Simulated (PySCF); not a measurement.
# C4H10Si: electronic excitations and core binding energies

Wanted: the electronic excitations and core binding energies of C4H10Si (`C[C@@H]1CC[SiH2]1`), by calculation.

Computed with PySCF 2.14.0, with density-fitted response routines of our own, on a single molecule in the gas phase. Atoms count from 0, in the outputs and in this text.

### 1 The molecule as given

15 atoms, charge 0, multiplicity 1; geometry from: GFN2-xTB.

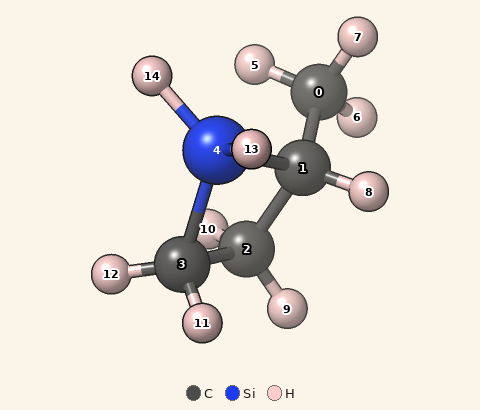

The starting geometry (carbon dark grey, silicon blue, hydrogen pink), atoms numbered.

### 2 Excited states and response: B3LYP/def2-SVPD

Job settings and geometry (Å):

```
{"job": {"kind": "uv", "xc": "B3LYP", "basis": "def2-SVPD", "nstates": 8, "ntriplets": 3}, "charge": 0, "multiplicity": 1}
C      1.862457     0.406134    -0.093960
C      0.545009    -0.099165     0.471303
C     -0.236069    -1.056062    -0.457160
C     -1.659713    -0.488374    -0.286848
Si    -0.970748     1.076756     0.564895
H      1.701403     0.937825    -1.029838
H      2.544030    -0.422709    -0.286902
H      2.343501     1.087087     0.605771
H      0.746398    -0.588717     1.427537
H     -0.146773    -2.108060    -0.185129
H      0.102846    -0.945084    -1.486954
H     -2.269957    -1.111747     0.364268
H     -2.200821    -0.371566    -1.222886
H     -1.484064     1.432575     1.887567
H     -0.881911     2.259096    -0.293575
```

Level: TDDFT B3LYP/def2-SVPD, vertical, gas phase, core orbitals frozen in the response.

Run with:

```bash
$ OMP_NUM_THREADS=1 python probes_run.py task.json out
```

The driver reads the jobs from task.json and runs them one after another.

Standard output:

```text
coarse grid: 12168 points
cycle   1  E = -447.6021205842  dE =  2.886e-01  |g| = 4.837e-01  |ddm| = 5.828e+00
cycle   2  E = -447.5305092195  dE =  7.161e-02  |g| = 6.956e-01  |ddm| = 1.619e+00
cycle   3  E = -447.6678758851  dE = -1.374e-01  |g| = 5.614e-02  |ddm| = 9.836e-01
cycle   4  E = -447.6685778800  dE = -7.020e-04  |g| = 2.727e-02  |ddm| = 1.562e-01
cycle   5  E = -447.6687586972  dE = -1.808e-04  |g| = 4.630e-03  |ddm| = 4.295e-02
cycle   6  E = -447.6687644200  dE = -5.723e-06  |g| = 8.251e-04  |ddm| = 1.088e-02
final grid: 110480 points
cycle   7  E = -447.7385160063  dE = -3.445e-05  |g| = 5.469e-03  |ddm| = 1.392e-01
cycle   8  E = -447.7385083628  dE =  7.644e-06  |g| = 7.589e-03  |ddm| = 1.891e-02
cycle   9  E = -447.7385241260  dE = -1.576e-05  |g| = 5.523e-04  |ddm| = 1.071e-02
cycle  10  E = -447.7385242101  dE = -8.408e-08  |g| = 1.479e-04  |ddm| = 1.141e-03
cycle  11  E = -447.7385242152  dE = -5.045e-09  |g| = 3.528e-05  |ddm| = 2.605e-04
cycle  12  E = -447.7385242155  dE = -3.674e-10  |g| = 9.837e-06  |ddm| = 9.026e-05
converged SCF energy = -447.7385242155

Static polarisability (au): isotropic 74.060, principal 64.447 76.351 81.380

Singlet excitations
state   eV       nm        f      main configurations
  1   6.4380    192.6   0.02469   H->L 0.81, H-1->L 0.17
  2   6.7189    184.5   0.02309   H-1->L 0.63, H->L+1 0.22, H->L 0.12
  3   6.7867    182.7   0.05130   H->L+1 0.75, H-1->L 0.18
  4   7.1671    173.0   0.01781   H-1->L+1 0.97
  5   7.4705    166.0   0.03278   H->L+2 0.81, H->L+3 0.09
  6   7.5609    164.0   0.05922   H->L+3 0.64, H->L+2 0.14, H->L+4 0.10
  7   7.7235    160.5   0.00976   H-2->L 0.52, H->L+4 0.22, H->L+3 0.22
  8   7.7598    159.8   0.01184   H->L+4 0.60, H-2->L 0.35

Triplet excitations (Tamm-Dancoff, eV): 5.8026 6.2844 6.6136
```

It took 36 s on 1 thread of Arm Neoverse N1, shared host; peak memory 0.67 GiB.

The orbitals next to the gap, with their largest atomic shares:

```tsv
orbital	eV	atoms
HOMO−3	-8.95	C2 28 %, C3 23 %, C0 14 %
HOMO−2	-8.75	C2 14 %, C1 13 %, Si4 13 %
HOMO−1	-7.71	C3 27 %, Si4 19 %, C2 16 %
HOMO	-7.32	C1 32 %, Si4 22 %, C3 12 %
LUMO	-0.01	Si4 32 %, H13 11 %, H14 11 %
LUMO+1	0.40	Si4 23 %, C2 10 %, C3 10 %
LUMO+2	1.00	Si4 42 %, H14 15 %, H13 9 %
```

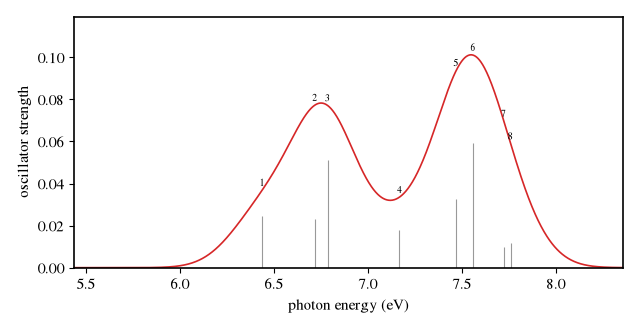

Absorption spectrum from the 8 singlet states computed; above the last one it falls off for lack of states. Lines are broadened to a width of 0.40 eV (Gaussian).

Further results of this job:

```tsv
property	computed
dipole moment (D)	0.27
polarisability (Å³)	10.97
HOMO–LUMO gap (eV)	7.31
−ε(HOMO) (eV)	7.32
```

### 3 Core holes by ΔSCF: SCAN, X2C

Same as in step 2 but for these lines:

```diff
@@ -1,2 +1,2 @@
-{"job": {"kind": "uv", "xc": "B3LYP", "basis": "def2-SVPD", "nstates": 8, "ntriplets": 3}, "charge": 0, "multiplicity": 1}
+{"job": {"kind": "xps"}, "charge": 0, "multiplicity": 1}
 C      1.862457     0.406134    -0.093960
```

Method: delta-SCF UKS SCAN, pcX-2 on the ionised atom, pcseg-1 elsewhere, spin-free X2C.

Standard output:

```text
ground state, core basis on atom 0 (C), 155 functions
  cycle   1  E = -448.30973502  |g| = 5.76e-01
  cycle   2  E = -448.16473509  |g| = 9.02e-01
  cycle   3  E = -448.40164083  |g| = 7.83e-02
  cycle   4  E = -448.40317542  |g| = 3.71e-02
  cycle   5  E = -448.40349906  |g| = 8.83e-03
  cycle   6  E = -448.40352071  |g| = 1.43e-03
  cycle   7  E = -448.40352091  |g| = 7.18e-04
  cycle   8  E = -448.40352229  |g| = 2.13e-04
  E(ground) = -448.44291284 Eh
hole in C 1s of atom 0
  cycle   1  E = -437.17532884  |g| = 1.50e+00
  cycle   2  E = -436.59665745  |g| = 1.75e+00
  cycle   3  E = -437.69461575  |g| = 3.17e-01
  cycle   4  E = -437.72898689  |g| = 1.16e-01
  cycle   5  E = -437.73503734  |g| = 4.41e-02
  cycle   6  E = -437.73596088  |g| = 8.05e-03
  cycle   7  E = -437.73599483  |g| = 4.62e-03
  cycle   8  E = -437.73600796  |g| = 1.64e-03
  cycle   9  E = -437.73601002  |g| = 9.82e-04
  cycle  10  E = -437.73601156  |g| = 3.03e-04
  E(ion) = -437.77432068 Eh   <S^2> = 0.7679   hole on atom = 1.000   binding energy = 290.307 eV
ground state, core basis on atom 1 (C), 155 functions
  cycle   1  E = -448.40572117  |g| = 5.97e-02
  cycle   2  E = -448.40567582  |g| = 2.59e-02
  cycle   3  E = -448.40574102  |g| = 2.01e-02
  cycle   4  E = -448.40584388  |g| = 1.94e-03
  cycle   5  E = -448.40584281  |g| = 5.05e-04
  cycle   6  E = -448.40584331  |g| = 9.43e-05
  E(ground) = -448.44535789 Eh
hole in C 1s of atom 1
  cycle   1  E = -437.17478395  |g| = 1.52e+00
  cycle   2  E = -436.27933918  |g| = 1.98e+00
  cycle   3  E = -437.70959396  |g| = 3.47e-01
  cycle   4  E = -437.75744620  |g| = 8.93e-02
  cycle   5  E = -437.76014415  |g| = 3.38e-02
  cycle   6  E = -437.76071629  |g| = 1.12e-02
  cycle   7  E = -437.76078993  |g| = 4.05e-03
  cycle   8  E = -437.76080177  |g| = 1.78e-03
  cycle   9  E = -437.76080350  |g| = 8.56e-04
  cycle  10  E = -437.76080408  |g| = 2.63e-04
  E(ion) = -437.79872920 Eh   <S^2> = 0.7720   hole on atom = 1.000   binding energy = 289.710 eV
ground state, core basis on atom 2 (C), 155 functions
  cycle   1  E = -448.40510451  |g| = 5.79e-02
  cycle   2  E = -448.40505395  |g| = 2.23e-02
  cycle   3  E = -448.40505179  |g| = 2.22e-02
  cycle   4  E = -448.40517463  |g| = 1.92e-03
  cycle   5  E = -448.40517697  |g| = 4.43e-04
  E(ground) = -448.44465691 Eh
hole in C 1s of atom 2
  cycle   1  E = -437.16714112  |g| = 1.51e+00
  cycle   2  E = -436.36221136  |g| = 1.92e+00
  cycle   3  E = -437.68979429  |g| = 3.45e-01
  cycle   4  E = -437.73598318  |g| = 9.25e-02
  cycle   5  E = -437.73912044  |g| = 4.18e-02
  cycle   6  E = -437.73990021  |g| = 9.44e-03
  cycle   7  E = -437.73994537  |g| = 4.77e-03
  cycle   8  E = -437.73996018  |g| = 1.73e-03
  cycle   9  E = -437.73996211  |g| = 8.06e-04
  cycle  10  E = -437.73996243  |g| = 2.59e-04
  E(ion) = -437.77862419 Eh   <S^2> = 0.7700   hole on atom = 1.000   binding energy = 290.238 eV
ground state, core basis on atom 3 (C), 155 functions
  cycle   1  E = -448.40541399  |g| = 5.85e-02
  cycle   2  E = -448.40534150  |g| = 2.57e-02
  cycle   3  E = -448.40537547  |g| = 2.30e-02
  cycle   4  E = -448.40550842  |g| = 1.96e-03
  cycle   5  E = -448.40550821  |g| = 3.80e-04
  E(ground) = -448.44506523 Eh
hole in C 1s of atom 3
  cycle   1  E = -437.18196246  |g| = 1.51e+00
  cycle   2  E = -436.46742880  |g| = 1.85e+00
  cycle   3  E = -437.71723183  |g| = 3.25e-01
  cycle   4  E = -437.75728753  |g| = 9.05e-02
  cycle   5  E = -437.76011914  |g| = 4.32e-02
  cycle   6  E = -437.76106558  |g| = 9.68e-03
  cycle   7  E = -437.76111135  |g| = 5.01e-03
  cycle   8  E = -437.76112540  |g| = 1.51e-03
  cycle   9  E = -437.76112762  |g| = 7.33e-04
  cycle  10  E = -437.76112786  |g| = 2.79e-04
  E(ion) = -437.79954247 Eh   <S^2> = 0.7696   hole on atom = 1.000   binding energy = 289.679 eV
ground state, core basis on atom 4 (Si), 166 functions
  cycle   1  E = -448.49903745  |g| = 2.86e-01
  cycle   2  E = -448.49907399  |g| = 3.49e-02
  cycle   3  E = -448.49899298  |g| = 3.16e-02
  cycle   4  E = -448.49919735  |g| = 8.90e-03
  cycle   5  E = -448.49921643  |g| = 1.16e-03
  cycle   6  E = -448.49921675  |g| = 1.80e-04
  E(ground) = -448.49742671 Eh
hole in Si 1s of atom 4
  cycle   1  E = -379.59075205  |g| = 4.35e+00
  cycle   2  E = -379.71654262  |g| = 2.12e+00
  cycle   3  E = -380.30895862  |g| = 7.42e-01
  cycle   4  E = -380.60229021  |g| = 2.96e-01
  cycle   5  E = -380.64935034  |g| = 1.16e-01
  cycle   6  E = -380.65619281  |g| = 3.39e-02
  cycle   7  E = -380.65671027  |g| = 9.57e-03
  cycle   8  E = -380.65675149  |g| = 4.07e-03
  cycle   9  E = -380.65676001  |g| = 7.79e-04
  cycle  10  E = -380.65676054  |g| = 3.35e-04
  E(ion) = -380.66270970 Eh   <S^2> = 0.7527   hole on atom = 1.000   binding energy = 1845.877 eV
hole in Si 2p of atom 4
  cycle   1  E = -444.24920664  |g| = 1.24e+00
  cycle   2  E = -444.11193303  |g| = 1.11e+00
  cycle   3  E = -444.53402351  |g| = 2.58e-01
  cycle   4  E = -444.57090693  |g| = 1.13e-01
  cycle   5  E = -444.57716961  |g| = 4.95e-02
  cycle   6  E = -444.57848622  |g| = 7.33e-03
  cycle   7  E = -444.57850668  |g| = 3.85e-03
  cycle   8  E = -444.57851370  |g| = 6.97e-04
  cycle   9  E = -444.57851387  |g| = 3.10e-04
  E(ion) = -444.58836427 Eh   <S^2> = 0.7522   hole on atom = 1.002   binding energy = 106.371 eV
  2p3/2 = 106.158 eV   2p1/2 = 106.781 eV
```

Run time: 96 s. Hardware: 1 thread of Arm Neoverse N1, shared host; peak memory 0.52 GiB.

Binding energies by hole, beside the orbital energy of the ground state; the difference holds orbital relaxation and, for a density functional, its self-interaction error:

```tsv
hole	stands for	environment	ΔSCF (eV; 2p as the shell's mean)	−ε (eV)	⟨S²⟩
C1s on C0	C0	methyl carbon	290.31	273.2	0.768
C1s on C1	C1	sp3 CH bonded to Si	289.71	273.3	0.772
C1s on C2	C2	sp3 CH2 in a ring	290.24	273.5	0.770
C1s on C3	C3	sp3 CH2 bonded to Si	289.68	273.0	0.770
Si1s on Si4	Si4	silicon bonded to 2 C, 2 H, in a 4-membered ring	1845.88	1792.9	0.753
Si2p on Si4	Si4	silicon bonded to 2 C, 2 H, in a 4-membered ring	106.37	95.7	0.752
```

With the spin-orbit splitting: Si4 2p3/2 106.16, 2p1/2 106.78 eV. The table gives each 2p level as the mean over the whole 2p shell (two parts 2p3/2, one part 2p1/2), which differs a little from the single hole in the log.

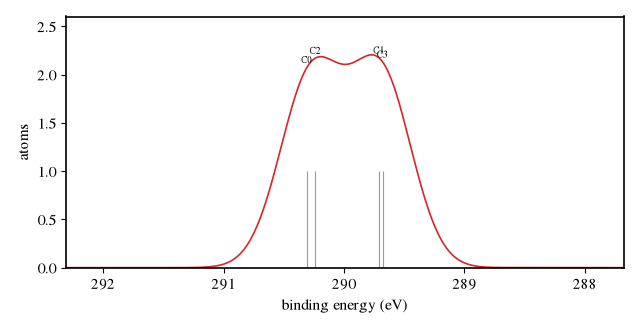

The C1s photoelectron lines, weighted by the number of atoms. Lines are broadened to a width of 0.60 eV (Gaussian).

### 4 Summary of results

```
                                quantity                                          value
        lowest singlet (B3LYP/def2-SVPD)                    6.44 eV (193 nm), f = 0.025
brightest single state of those computed                    state 6, 7.56 eV, f = 0.059
                          lowest triplet                                        5.80 eV
        C1s binding energies, SCAN/pcX-2  C0 290.31, C2 290.24, C1 289.71, C3 289.68 eV
       Si1s binding energies, SCAN/pcX-2                                 Si4 1845.88 eV
       Si2p binding energies, SCAN/pcX-2                                  Si4 106.37 eV
```

What this shows: The lowest singlet, at 6.44 eV, is HOMO→LUMO 0.81, HOMO−1→LUMO 0.17 and is weak; of the 8 states computed, the strongest absorption comes from state 6 at 7.56 eV. The lowest triplet lies 0.64 eV below the lowest singlet (triplets in Tamm-Dancoff, singlets in full TDDFT). States above −ε(HOMO) lie where TDDFT describes them poorly and they hang on the basis; the brightest is among them. C0 (methyl carbon) binds its C1s electron 0.63 eV more tightly than C3 (sp3 CH2 bonded to Si).
